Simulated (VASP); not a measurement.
Band structure of Ti (hcp). These are PBE GGA with D4 dispersion, VASP's PBE PAW potentials (set 64) (plane waves; VASP) values and carry that method's errors.

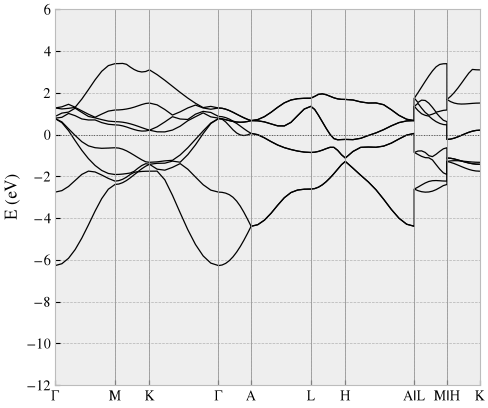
Figure: Bands along high-symmetry lines, zero at the valence-band maximum or, without a gap, the Fermi level

**Question.** Read the plot: is there a gap, and where are the band edges?

**Answer.** It has no gap at this level: it comes out as a metal or semimetal. (Edges off the drawn lines would not show.)

The compound is Ti in the hcp structure. It was relaxed first.
